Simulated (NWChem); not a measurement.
**C4H3N (ch3c.equiv.ccn): levels of theory compared**

Wanted: a comparison of 3 runs (HF/STO-3G, HF/3-21G, B3LYP/6-31G*) of C4H3N (ch3c.equiv.ccn). 

The calculation is run with NWChem 7.3.0.

**1. Starting point**

C4H3N: 8 atoms, total charge 0, spin state singlet. As SMILES, `CC#CC#N`. Geometry: relaxed at GFN2-xTB.

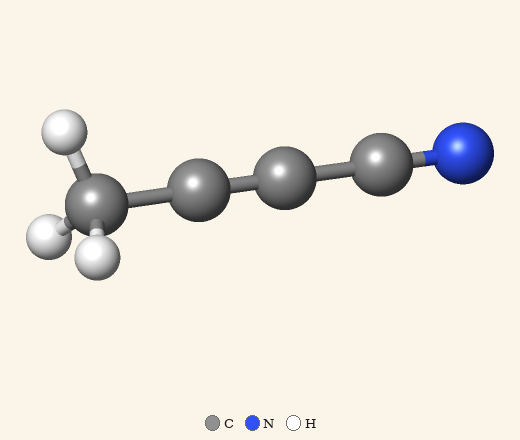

Viewed from a chosen angle; carbon grey, nitrogen blue, hydrogen white.

**2. Energy and gradient at HF/STO-3G (run 1)**

mymol.nw

```
start mymol
title "C4H3N"
memory total 2200 mb
charge 0

geometry units angstrom noautosym nocenter noautoz
 C     -0.530810    -0.829090     1.152470
 C     -0.033730    -0.042020     0.059180
 C      0.389700     0.621660    -0.856750
 C      0.871860     1.360240    -1.893690
 N      1.279370     1.987900    -2.766260
 H     -0.449920    -0.266190     2.082450
 H      0.050080    -1.747440     1.241190
 H     -1.576550    -1.085060     0.981410
end

basis spherical bse
 C library STO-3G
 N library STO-3G
 H library STO-3G
end

scf
 thresh 1e-08
 maxiter 80
 print medium
end

task scf gradient
```

Started as:

```bash
$ nwchem mymol.nw > mymol.out
```

Output:

```text
[...]
  functions       =    28
[...]
  wavefunction    = RHF
[...]
         Total SCF energy =   -205.000023750686
      One-electron energy =   -519.252414386280
      Two-electron energy =    192.060587484841
 Nuclear repulsion energy =    122.191803150754
        Time for solution =      0.8s
[...]
                         RHF ENERGY GRADIENTS
    atom               coordinates                        gradient
                 x          y          z           x          y          z
   1 C      -1.003085  -1.566753   2.177853    0.012873   0.020502  -0.028023
   2 C      -0.063740  -0.079406   0.111834   -0.044812  -0.070520   0.096675
   3 C       0.736426   1.174767  -1.619023    0.045492   0.071794  -0.098060
   4 C       1.647577   2.570481  -3.578555   -0.004267  -0.007552   0.009360
   5 N       2.417659   3.756586  -5.227473   -0.012232  -0.018560   0.026325
   6 H      -0.850226  -0.503026   3.935260    0.001311   0.002761  -0.000953
   7 H       0.094637  -3.302183   2.345509    0.002290   0.000194  -0.002464
   8 H      -2.979248  -2.050466   1.854596   -0.000656   0.001382  -0.002860
[...]
```

Run time: 1.5 s. Hardware: 1 thread of Intel Xeon 6975P-C (Granite Rapids), shared host; peak memory 0.096 GiB.

**3. Energy and gradient at HF/3-21G (run 2)**

run.py

```python
from ase import Atoms
from ase.calculators.nwchem import NWChem

atoms = Atoms(['C', 'C', 'C', 'C', 'N', 'H', 'H', 'H'], positions=[
    [-0.530810, -0.829090, 1.152470],
    [-0.033730, -0.042020, 0.059180],
    [0.389700, 0.621660, -0.856750],
    [0.871860, 1.360240, -1.893690],
    [1.279370, 1.987900, -2.766260],
    [-0.449920, -0.266190, 2.082450],
    [0.050080, -1.747440, 1.241190],
    [-1.576550, -1.085060, 0.981410],
])

calc = NWChem(
    label='calc',
    theory='scf',
    memory='2200 mb',
    basis='3-21G',
    basispar='spherical bse',
    scf={'nopen': '0', 'rhf': None, 'thresh': '1e-08', 'maxiter': '80'},
)
atoms.calc = calc

forces = atoms.get_forces()
print(f"energy = {atoms.get_potential_energy():.6f} eV")
print("forces (eV/A):")
for s, f in zip(atoms.symbols, forces):
    print(f"{s:2s} {f[0]:10.5f} {f[1]:10.5f} {f[2]:10.5f}")
print("dipole (e A):", atoms.get_dipole_moment().round(4))
```

Started as:

```bash
$ export ASE_NWCHEM_COMMAND="nwchem PREFIX.nwi > PREFIX.nwo"
$ python run.py
```

Output:

```text
energy = -5617.670171 eV
forces (eV/A):
C    -0.33193   -0.53134    0.71040
C     1.15679    1.83592   -2.45962
C    -0.88847   -1.46558    1.89634
C     0.47144    0.79956   -1.00489
N    -0.36705   -0.58621    0.77724
H    -0.05996   -0.19150   -0.12269
H    -0.17946    0.14573    0.07328
H     0.19864   -0.00653    0.12999
dipole (e A): [-0.3726 -0.5815  0.8082]
```

The calculator wrote calc.nwi:

```
title "calc"

permanent_dir calc

scratch_dir calc

start calc

geometry units angstrom nocenter noautosym noautoz
  C  -5.3081000000000000e-01 -8.2908999999999999e-01 1.1524700000000001e+00
  C  -3.3730000000000003e-02 -4.2020000000000002e-02 5.9180000000000003e-02
  C  3.8969999999999999e-01 6.2165999999999999e-01 -8.5675000000000001e-01
  C  8.7185999999999997e-01 1.3602399999999999e+00 -1.8936900000000001e+00
  N  1.2793699999999999e+00 1.9879000000000000e+00 -2.7662599999999999e+00
  H  -4.4991999999999999e-01 -2.6618999999999998e-01 2.0824500000000001e+00
  H  5.0080000000000000e-02 -1.7474400000000001e+00 1.2411900000000000e+00
  H  -1.5765499999999999e+00 -1.0850599999999999e+00 9.8141000000000000e-01
end

memory 2200 mb

basis spherical bse noprint
   * library 3-21G
end

scf
  nopen 0
  rhf
  thresh 1e-08
  maxiter 80
end

task scf gradient
```

calc.nwo, cut to the lines that bear on the results:

```text
[...]
      One-electron energy =   -519.115181856719
[... 1 line left out ...]
 Nuclear repulsion energy =    122.191803150753
[... 35 lines left out ...]
                       ROHF Final Molecular Orbital Analysis
[... 203 lines left out ...]
     1   1 0 0     -0.704112      0.000000     21.091836
[...]
  wavefunction    =   RHF
                         RHF ENERGY GRADIENTS
    atom               coordinates                        gradient
                 x          y          z           x          y          z
   1 C      -1.003085  -1.566753   2.177853    0.006455   0.010333  -0.013815
   2 C      -0.063740  -0.079406   0.111834   -0.022496  -0.035703   0.047832
   3 C       0.736426   1.174767  -1.619023    0.017278   0.028501  -0.036878
[... 4 lines of this table left out ...]
   8 H      -2.979248  -2.050466   1.854596   -0.003863   0.000127  -0.002528
[...]
```

Run time: 2.1 s. Hardware: 1 thread of Intel Xeon 6975P-C (Granite Rapids), shared host; peak memory 0.096 GiB.

**4. Energy and forces at B3LYP/6-31G(d) (Cartesian functions) (run 3)**

c4h3n.nw

```
start c4h3n
title "C4H3N gradient"
memory total 2200 mb
charge 0
geometry units au noautosym nocenter noautoz
C   -1.00308552  -1.56675303   2.17785267
C   -0.06374046  -0.07940629   0.11183399
C    0.73642627   1.17476714  -1.61902286
C    1.64757662   2.57048106  -3.57855546
N    2.41765891   3.75658656  -5.22747379
H   -0.85022558  -0.50302620   3.93526017
H    0.09463748  -3.30218302   2.34550917
H   -2.97924772  -2.05046623   1.85459612
end
basis "ao basis" cartesian
C library 6-31G*
N library 6-31G*
H library 6-31G*
end
dft
xc b3lyp
grid xfine
convergence energy 1e-08
maxiter 100
mulliken
print medium
end
task dft gradient
```

Started as:

```bash
$ nwchem c4h3n.nw > c4h3n.out
```

Output:

```text
[...]
          Wavefunction type:  closed shell.
          No. of atoms     :     8
          No. of electrons :    34
[...]
          Charge           :     0
          Spin multiplicity:     1
[...]
          AO basis - number of functions:    81
[...]
              XC Information
              --------------
                         B3LYP Method XC Potential
                     Hartree-Fock (Exact) Exchange  0.200
                        Slater Exchange Functional  0.800 local
                    Becke 1988 Exchange Functional  0.720 non-local
              Lee-Yang-Parr Correlation Functional  0.810
                  VWN I RPA Correlation Functional  0.190 local
[...]
 d= 0,ls=0.0,diis     1   -208.7940067052 -3.31D+02  5.37D-02  9.09D-01     1.8
[...]
 d= 0,ls=0.0,diis    11   -208.9021721407 -4.71D-09  1.21D-06  7.78D-09    18.0
         Total DFT energy =     -208.902172140655
      One electron energy =     -521.793194566625
           Coulomb energy =      220.324462721016
    Exchange-Corr. energy =      -29.625234684706
 Nuclear repulsion energy =      122.191794389659
[...]
      Total Density - Mulliken Population Analysis
     ---------------------------------------------
    Atom       Charge   Shell Charges
 -----------   ------   -------------------------------------------------------
    1 C    6     6.58   1.99  0.68  2.18  0.64  1.06  0.03
    2 C    6     6.07   1.99  0.72  2.00  0.73  0.64 -0.01
    3 C    6     5.46   1.99  0.69  2.10  0.61  0.08 -0.01
    4 C    6     6.04   1.99  0.71  2.05  0.53  0.76 -0.01
    5 N    7     7.46   1.99  0.85  2.27  1.08  1.28 -0.02
    6 H    1     0.80   0.52  0.28
    7 H    1     0.80   0.52  0.28
    8 H    1     0.80   0.52  0.28
[...]
  wavefunction    = closed shell
                         DFT ENERGY GRADIENTS
    atom               coordinates                        gradient
                 x          y          z           x          y          z
   1 C      -1.003086  -1.566753   2.177853    0.001126   0.001821  -0.002258
   2 C      -0.063740  -0.079406   0.111834   -0.001466  -0.002402   0.002827
   3 C       0.736426   1.174767  -1.619023   -0.000499  -0.000113   0.001136
   4 C       1.647577   2.570481  -3.578555    0.012041   0.017808  -0.025688
   5 N       2.417659   3.756587  -5.227474   -0.015622  -0.023900   0.033566
   6 H      -0.850226  -0.503026   3.935260    0.000860   0.000081  -0.005012
   7 H       0.094637  -3.302183   2.345509   -0.000474   0.004275  -0.002669
   8 H      -2.979248  -2.050466   1.854596    0.004034   0.002431  -0.001901
[...]
```

Wall time 21 s (1 thread of Intel Xeon 6975P-C (Granite Rapids), shared host); peak memory 0.14 GiB.

**5. Overview of the runs**

```tsv
run	level	Cartesian functions	iteration cap	energy (Eh)	dipole moment (D)	HOMO energy (eV)	LUMO energy (eV)	wall time
1	HF/STO-3G	no	80	-205.000024	3.99	-9.12	6.77	1.5 s
2	HF/3-21G	no	80	-206.445573	5.11	-10.87	3.23	2.1 s
3	B3LYP/6-31G* (Cartesian functions)	yes	100	-208.902172	5.13	-7.80	-0.94	21 s
```

**6. Results**

| quantity | value |
| --- | --- |
| run 3: total energy | -208.90217 Eh |
| run 3: dipole moment | 5.13 D |
| run 3: HOMO energy | -7.80 eV |
| run 3: LUMO energy | -0.94 eV |
| run 3: HOMO–LUMO gap | 6.86 eV |
| run 3: largest force on an atom | 2.266 eV/Å |

The dipole moment (its size) runs from 3.99 D (HF/STO-3G) to 5.13 D (B3LYP/6-31G*). The two ends differ in method and basis. The HOMO–LUMO gap runs from 6.86 eV (B3LYP/6-31G*) to 15.89 eV (HF/STO-3G). In run 1 the basis is minimal, so the values are rough. All runs together took 25 s, the longest 21 s.
